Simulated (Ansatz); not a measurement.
# Ligand exchange: CH2ClI + C2H5FSn → CH2FI + C2H5ClSn

Species: CH2ClI (chloroiodomethane) `ClCI`, singlet; C2H5FSn `C[CH2][Sn][F]`, singlet; CH2FI (fluoroiodomethane) `FCI`, singlet; C2H5ClSn `C[CH2][Sn][Cl]`, singlet. The partners trade Cl for F: C–Cl and Sn–F bonds give way to C–F and Sn–Cl.

Shapes, held fixed at every level: PBE0-D4/def2-TZVP. Flexible molecules stand in one conformer, not always the lowest. Programs: Ansatz 0.2.0. The zero-point and thermal change to 298 K, harmonic and unscaled (PBE0-D4/def2-TZVP), is +3.1 kJ/mol.

```
              level                   kind  ΔH(298 K) (kJ/mol)  less CCSD(T)/def2-TZVPP
        HF/def2-SVP           Hartree–Fock               -48.9                    -32.8
   SPW92/def2-TZVPP                    LDA               -19.8                     -3.7
B3LYP-D4/def2-TZVPP          global hybrid               -19.2                     -3.1
 PBE0-D4/def2-TZVPP          global hybrid               -21.5                     -5.4
       MP2/def2-SVP    perturbation theory               -18.4                     -2.3
   CCSD(T)/def2-SVP  coupled cluster or CI               -25.6                     -9.5
    CCSD/def2-TZVPP  coupled cluster or CI               -18.1                     -2.0
 CCSD(T)/def2-TZVPP  coupled cluster or CI               -16.1                      0.0
```

The highest level, CCSD(T)/def2-TZVPP, gives ΔH(298 K) = -16.1 kJ/mol; the levels span -48.9 to -16.1. The column of differences is taken from that level and isn't an error. No measured value is set beside it here. For atoms past krypton def2 sets carry core potentials with scalar relativity. Correlated rows may include outer-core shells of I, Sn, which these sets cover unevenly.

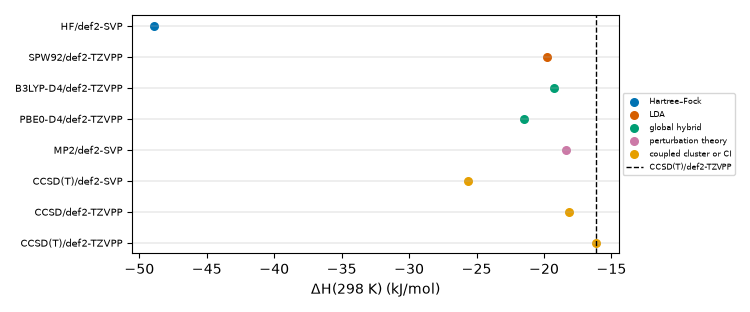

The values of the table, level by level.
